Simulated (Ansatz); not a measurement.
# BNH₃ (doublet): the correlation ladder at distance B1–N2 = 3.709 Å, cc-pVDZ

Aim: climb from Hartree-Fock through coupled cluster and multireference methods for BNH₃ (doublet) at one geometry and basis, and see what each rung misses.

Computed with Ansatz 0.2.0, Gaussian basis. Level: cc-pVDZ, core rule «outside noble gas», up to 2 orbitals frozen.

The runs, in order: UHF; CCSD(T) on ROHF; CCSD(T) on UHF; BCCD(T) on ROHF; CISD; CCSDT(Q) on ROHF; CCSDT(Q) on UHF; CASSCF and MRCISD+Q, 3 electrons in 3 orbitals; CASSCF and NEVPT2, 3 electrons in 3 orbitals.

23 further runs of the same task are left out: 2 for a mislabelled method, 11 that didn't finish, 10 set aside as unsound or not needed.

### 1 The geometry

The geometry derives from a PBE0/def2-TZVP stationary point (not a proven minimum). One bond is set to the value named and the two fragments are kept rigid.

5 atoms, charge 0, spin multiplicity 2.

Atoms are counted from 1 here; the program's logs count them from 0.

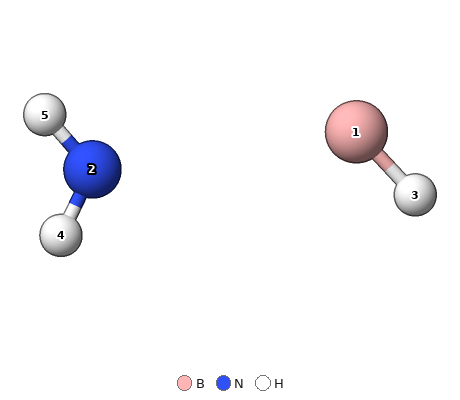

The geometry (boron pink, nitrogen blue, hydrogen white); atoms are numbered from 1 in the order of the file.

Geometry (Å):

```xyz
5
BH3N
B     0.00000   -0.42153    2.10841
N     0.00000    0.24574   -1.54007
H     0.00000    0.41609    2.96113
H     0.00000    1.17405   -1.94028
H     0.00000   -0.48366   -2.23403
```

### 2 UHF

in.yaml reads:

```yaml
crystal:
  periodic: [false, false, false]
  atoms:
    - {symbol: B, position_ang: [0.000000, -0.421535, 2.108415]}
    - {symbol: N, position_ang: [0.000000, 0.245735, -1.540068]}
    - {symbol: H, position_ang: [0.000000, 0.416087, 2.961134]}
    - {symbol: H, position_ang: [0.000000, 1.174054, -1.940280]}
    - {symbol: H, position_ang: [0.000000, -0.483655, -2.234026]}
basis:
  gaussian: {orbitals: cc-pVDZ}
magnetization: {spin_polarized: true, initial_magnetization: 1}
hamiltonian: {xc: hf}
output: {orbitals: {seedname: orbitals}}
```

On the command line:

```console
ansatz run in.yaml --threads 1 --pin off --events-out ev --progress --plain --max-ram 2393MiB
```

The runs that follow: CCSD(T) on ROHF; CCSD(T) on UHF; BCCD(T) on ROHF; CISD; CCSDT(Q) on ROHF; CCSDT(Q) on UHF; CASSCF and MRCISD+Q, 3 electrons in 3 orbitals; CASSCF and NEVPT2, 3 electrons in 3 orbitals.

Q: Predict the results of all the runs planned. Wanted: UCCSDT(Q) below the RHF energy; RMP2 from UCCSDT(Q); UMP2 from UCCSDT(Q); RCCSD from UCCSDT(Q); RCCSD(T) from UCCSDT(Q); UCCSD(T) from UCCSDT(Q); RCCSDT(Q) from UCCSDT(Q); NEVPT2 pair from UCCSDT(Q); MRCISD+Q pair from UCCSDT(Q).

The runs gave:

| quantity | value |
| --- | --- |
| UCCSDT(Q) below the RHF energy | -7.0534 eV |
| RMP2 from UCCSDT(Q) | +32.27 kcal/mol |
| UMP2 from UCCSDT(Q) | +35.18 kcal/mol |
| RCCSD from UCCSDT(Q) | +3.15 kcal/mol |
| RCCSD(T) from UCCSDT(Q) | +0.64 kcal/mol |
| UCCSD(T) from UCCSDT(Q) | +0.70 kcal/mol |
| RCCSDT(Q) from UCCSDT(Q) | 0.00 kcal/mol |
| NEVPT2 pair from UCCSDT(Q) | +28.93 kcal/mol |
| MRCISD+Q pair from UCCSDT(Q) | +1.30 kcal/mol |
| levels within 1 kcal/mol (43 meV) | RCCSD(T), UCCSD(T), BCCD(T), RCCSDT, UCCSDT, RCCSDT(Q) |
| T1 diagnostic | 0.013 |

RCCSD(T) lands +0.64 kcal/mol from the yardstick (0.4 % of the correlation energy). Of the multireference levels listed MRCISD+Q pair comes nearest in total energy (+1.30 kcal/mol), which doesn't show that its space is the better one. Coupled cluster took another determinant than the lowest Hartree-Fock one. These misses are within one basis, not against nature; the frozen cores of restricted and unrestricted runs differ, which can shift their rows.
